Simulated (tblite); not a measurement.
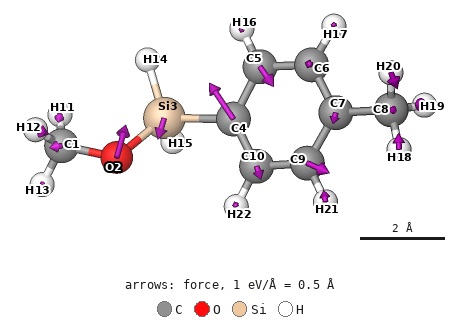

Starting geometry of C8H12OSi with the computed forces as purple arrows. A ball-and-stick model, seen at a tilt.

These are results of tblite 0.8.0, GFN2-xTB geometry optimisation, gas phase, not measurements. 

Question: Is this structure relaxed? If not, where do the atoms go?

Answer: It isn't relaxed: the largest force vector, on C4, is 2.17 eV/Å. The final displacements have little in common with the starting forces (cosine between the two patterns 0.15). Over 179 geometry steps the energy falls by 0.472 eV. H12 moves most after the best rigid fit: 2.01 Å. Largest moves by element: H 2.01 Å, C 0.64 Å, Si 0.49 Å, O 0.33 Å. Some distances before and after: O2–Si3 1.692 → 1.623 Å, C4–C10 1.362 → 1.390 Å, C1–H12 1.119 → 1.091 Å, C8–H18 1.109 → 1.087 Å. Among the angles between lasting bonds that change: C1–O2–Si3 112.5° → 127.5°, O2–Si3–C4 111.6° → 103.3°, H18–C8–H20 113.4° → 108.3°. Groups turn about C1–O2 by about 70°, Si3–C4 by about 45°, C7–C8 by about 30°. Cost: 2.9 s on 1 thread of Arm Neoverse N1 (shared host).
